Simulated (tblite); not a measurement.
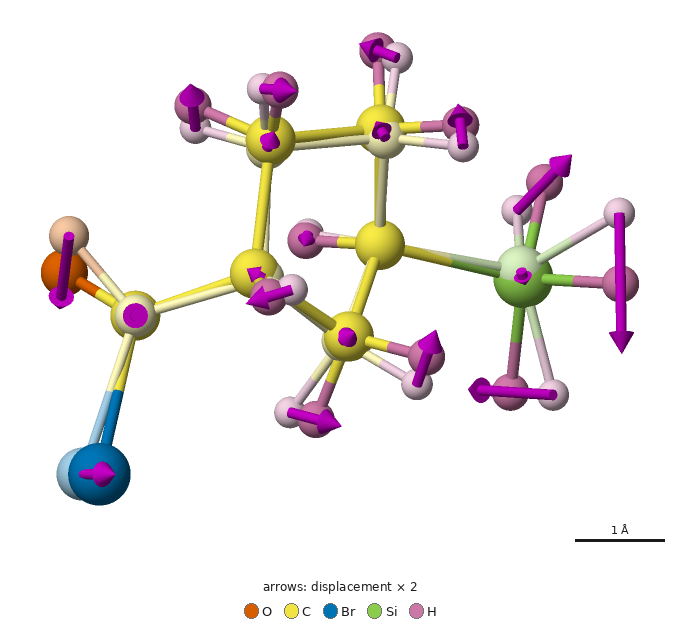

This is a relaxation of C6H11BrOSi. The starting structure is drawn faded, the final one solid; purple arrows show the displacements, 2 times their true length. The two geometries are superimposed by the best rigid fit.

The picture is a ball-and-stick view, seen at a tilt.

All numbers below come from GFN2-xTB geometry optimisation, gas phase in tblite 0.8.0. 

Q: What did the optimiser do to the structure, and how much energy did it gain?

A: The atom that moves furthest after the best rigid fit is an H atom (0.80 Å). By element the largest moves are H 0.80 Å, O 0.70 Å, Br 0.30 Å, C 0.20 Å, Si 0.11 Å. Some distances before and after: Br–C 1.910 → 1.987 Å, C–Si 1.842 → 1.905 Å, C–C 1.506 → 1.554 Å, C–O 1.226 → 1.179 Å. Among the angles between lasting bonds that change: O–C–C 114.9° → 130.8°, Br–C–C 122.1° → 111.2°, C–C–C 105.6° → 111.6°. Groups turn about C–Si by about 35°. Over 101 geometry steps the energy falls by 19.5 kcal/mol. The run took 0.83 s on 1 thread of Arm Neoverse V2 (shared host).
